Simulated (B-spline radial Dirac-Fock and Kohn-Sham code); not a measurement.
Bismuth in charge state +4 (Bi⁴⁺) ([Xe] 4f14 5d10 6s1), inside a Watson sphere of charge −4 and radius 2.7 Å that stands in for a crystal. Computed with a radial B-spline solver: independent-particle rates on relativistic LDA orbitals of the hole state (multipoles to L = 3), energies from Dirac–Fock ΔSCF.

A figure with this caption is to be made: «X-ray emission lines that fill an N6 (4f5/2) hole, as sticks.» What will it show?

The strongest line is N6-O4 at 136.2 eV with 93.8 % of the photons, then N6-O5 at 139.2 eV (6.2 %). The hole has a width of 0.131 eV and a fluorescence yield of 2.12 × 10⁻⁴.

The computed plot:

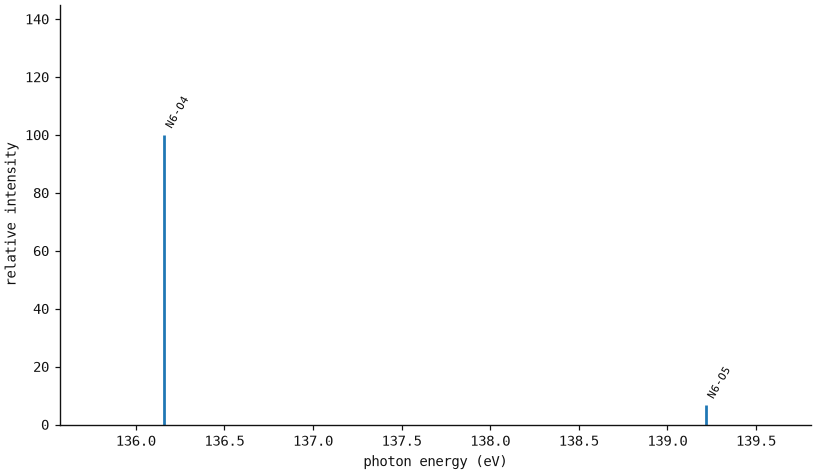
